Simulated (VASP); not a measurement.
Band structure of Rh$_{2}$S$_{3}$ (space group P-3m1). All values below come from PBE GGA, VASP's PBE PAW potentials (set 64) (plane waves; VASP).

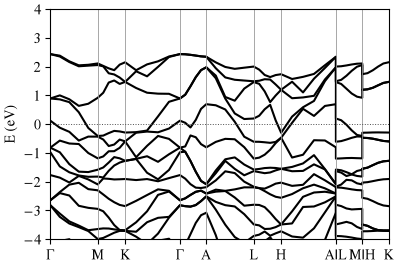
Figure. Bands along high-symmetry lines, zero at the valence-band maximum or, without a gap, the Fermi level

Q: Read the plot: is there a gap, and where are the band edges?

A: It has no gap at this level: it comes out as a metal or semimetal.

The structure was generated: Rh2S3 was put into an ordered model structure, which need not be its known phase. The cell was not relaxed at this level.
